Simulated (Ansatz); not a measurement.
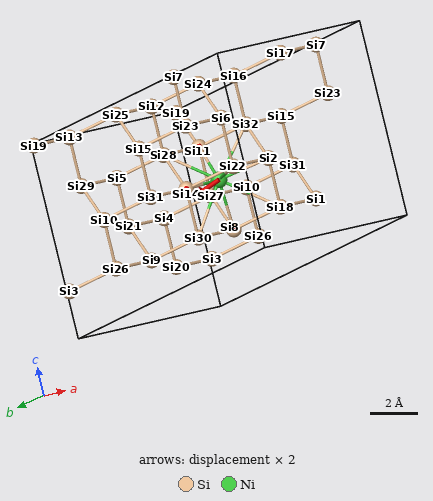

A relaxation of a defect cell of composition Si32Ni. The starting structure is drawn; red arrows show the displacements, magnified 2 times.

The picture is a ball-and-stick view of the cell of the calculation (origin shifted), seen from a free direction.

Case: Ni interstitial, charge +0, atoms relaxed.

Computed with DFT PBE, scalar-relativistic, plane waves, PAW in Ansatz 0.2.0.

Input
```yaml
crystal:
  lattice:
    - [-5.4700937627, -5.4700937627, 5.4700937627]
    - [5.4700937627, -5.4700937627, -5.4700937627]
    - [5.4700937627, 5.4700937627, 5.4700937627]
  atoms:
    - { symbol: Si, position: [0.25, 0.75, 0.75] }
    - { symbol: Si, position: [0.0, 0.75, 0.0] }
    - { symbol: Si, position: [0.5, 0.5, 0.75] }
    - { symbol: Si, position: [0.25, 0.5, 0.0] }
    - { symbol: Si, position: [0.0, 0.5, 0.25] }
    - { symbol: Si, position: [0.75, 0.75, 0.25] }
    - { symbol: Si, position: [0.5, 0.75, 0.5] }
    - { symbol: Si, position: [0.0, 0.0, 0.75] }
    - { symbol: Si, position: [0.75, 0.25, 0.75] }
    - { symbol: Si, position: [0.5, 0.25, 0.0] }
    - { symbol: Si, position: [0.25, 0.25, 0.25] }
    - { symbol: Si, position: [0.0, 0.25, 0.5] }
    - { symbol: Si, position: [0.75, 0.5, 0.5] }
    - { symbol: Si, position: [0.75, 0.0, 0.0] }
    - { symbol: Si, position: [0.5, 0.0, 0.25] }
    - { symbol: Si, position: [0.25, 0.0, 0.5] }
    - { symbol: Si, position: [0.25, 0.75, 0.5] }
    - { symbol: Si, position: [0.0, 0.75, 0.75] }
    - { symbol: Si, position: [0.5, 0.5, 0.5] }
    - { symbol: Si, position: [0.25, 0.5, 0.75] }
    - { symbol: Si, position: [0.0, 0.5, 0.0] }
    - { symbol: Si, position: [0.75, 0.75, 0.0] }
    - { symbol: Si, position: [0.5, 0.75, 0.25] }
    - { symbol: Si, position: [0.0, 0.0, 0.5] }
    - { symbol: Si, position: [0.75, 0.25, 0.5] }
    - { symbol: Si, position: [0.5, 0.25, 0.75] }
    - { symbol: Si, position: [0.25, 0.25, 0.0] }
    - { symbol: Si, position: [0.0, 0.25, 0.25] }
    - { symbol: Si, position: [0.75, 0.5, 0.25] }
    - { symbol: Si, position: [0.75, 0.0, 0.75] }
    - { symbol: Si, position: [0.5, 0.0, 0.0] }
    - { symbol: Si, position: [0.25, 0.0, 0.25] }
    - { symbol: Ni, position: [0.0036471589, 0.0157691123, 0.0126019476], spin: 2.0 }
basis:
  ecutwfc: 420
  xc_grid: 2
kpoints:
  mp_grid: { grid: [2, 2, 2], shift: [0.5, 0.5, 0.5] }
hamiltonian:
  xc: pbe
scf:
  occupations: { method: gaussian, width: 0.02 }
output:
  forces: true
  stress: false
  eigenvalues: true
  populations: true
  write_density: true
  write_potential: true
  elf: true
  volumetric_format: npy
magnetization:
  spin_polarized: true
relax:
  adjacent_minimum: "off"
  f_tol: 0.02
  max_steps: 60
```

Run as
```bash
ansatz run input.yaml --threads 8 --pin off --max-ram 20480MiB --backend cpu --events-out ev --progress --plain --runs-dir out
```

> Atoms of which element are displaced furthest, and by how much?

Nickel: up to 0.68 Å, against 0.09 Å for silicon.

> What did the optimiser do to the structure, and how much energy did it gain?

Ni33 moves most: 0.68 Å roughly along +b. By element the largest moves are Ni 0.68 Å, Si 0.09 Å. The cell stays as it was. Near-neighbour distances that change, for instance: Si2–Ni33 2.469 → 3.139 Å, Si32–Ni33 2.736 → 3.281 Å, Si22–Ni33 2.776 → 3.282 Å, Si18–Ni33 2.871 → 3.281 Å. Among the angles between lasting bonds that change: Si8–Ni33–Si28 128.7° → 160.7°, Si19–Si11–Ni33 177.5° → 158.9°, Si27–Ni33–Si30 90.6° → 109.1°. After 7 geometry steps the energy has fallen by 0.142 eV per cell of the calculation. Largest force component: 0.55 eV/Å at the start, 0.0084 eV/Å at the end. The program noted that the starting moments weren't kept. Cost: 3.7 min on 8 threads of Intel(R) Xeon(R) Processor @ 2.50GHz (Skylake/Cascade Lake) (shared host), peak memory 2.7 GiB.
